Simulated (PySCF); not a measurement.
## Electronic structure of BH$_{9}$NSi$_{2}$ (SMILES [BH3-]N([SiH3])[SiH3]) (charge −1) in real space

```json
{"atom": "B", "x (Å)": "-0.0963", "y (Å)": "1.4488", "z (Å)": "0.8786"}
{"atom": "N", "x (Å)": "-0.4555", "y (Å)": "-0.0672", "z (Å)": "0.3080"}
{"atom": "Si", "x (Å)": "0.8364", "y (Å)": "-0.9217", "z (Å)": "-0.3077"}
{"atom": "Si", "x (Å)": "-2.0845", "y (Å)": "-0.5696", "z (Å)": "0.3522"}
{"atom": "H", "x (Å)": "1.0109", "y (Å)": "1.7695", "z (Å)": "0.4380"}
{"atom": "H", "x (Å)": "-0.1117", "y (Å)": "1.2902", "z (Å)": "2.1037"}
{"atom": "H", "x (Å)": "-0.9243", "y (Å)": "2.2155", "z (Å)": "0.6207"}
{"atom": "H", "x (Å)": "1.2171", "y (Å)": "-0.3870", "z (Å)": "-1.6667"}
{"atom": "H", "x (Å)": "0.6281", "y (Å)": "-2.3192", "z (Å)": "-0.6741"}
{"atom": "H", "x (Å)": "1.9947", "y (Å)": "-0.9738", "z (Å)": "0.5978"}
{"atom": "H", "x (Å)": "-2.6393", "y (Å)": "-0.8894", "z (Å)": "1.7245"}
{"atom": "H", "x (Å)": "-2.3965", "y (Å)": "-1.7262", "z (Å)": "-0.5454"}
{"atom": "H", "x (Å)": "-3.0950", "y (Å)": "0.4240", "z (Å)": "-0.2937"}
```

Geometry: GFN2-xTB, MD frame at 250 fs, 400 K.

Method: PySCF, PBE0/pcSseg-1, SCF density, gas phase, non-relativistic.

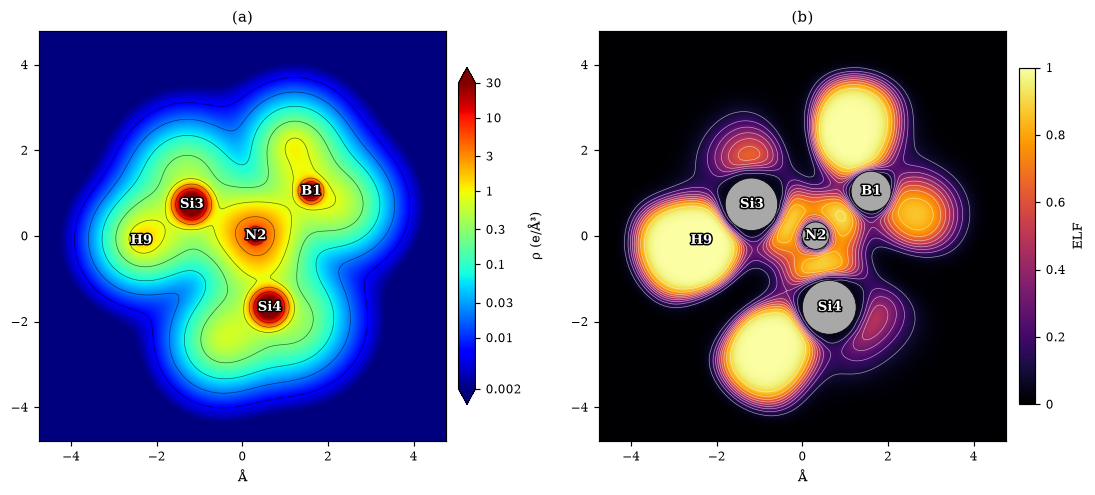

Figure 1. (a) total electron density; (b) ELF on the plane of atoms B1, N2 and Si3. Grey discs cover the atomic cores in the ELF map.

Question: Describe what can be read from this map.

Answer: The section cuts through B, N, Si and H sites.
B–N (1.66 Å): the density is about 1 e/Å³ at the midpoint; the ELF peaks at about 0.90 between the atoms: a polar covalent bond.
Si–N (1.67 Å): the density is about 1.2 e/Å³ at the midpoint; the ELF peaks at about 0.90 between the atoms, as expected for a short, strongly polar bond.
Si–H (1.46 Å): ρ at the midpoint is about 0.79 e/Å³; the ELF climbs to about 1 towards the hydrogen, as it does in any bond to H.

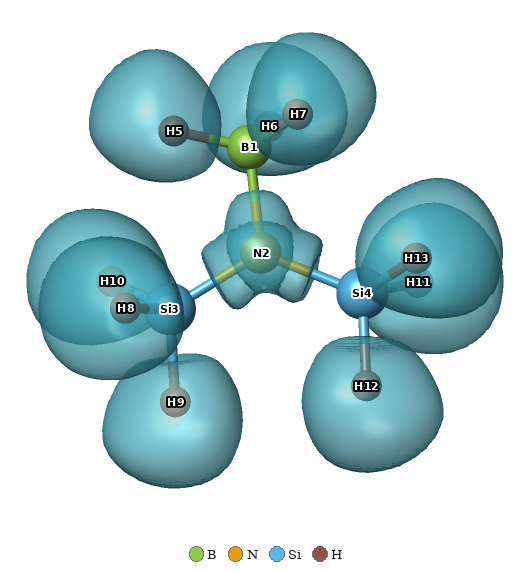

Figure 2. Isosurface of the ELF at 0.75 (cyan), seen across its widest extent. Only the valence region is drawn (cores and ρ < 0.01 e/Å³ removed).

Question: What do the ELF domains correspond to?

Answer: The surface consists of nine regions around hydrogen nuclei and one region on N in which the atom's valence shell and bonds are merged.
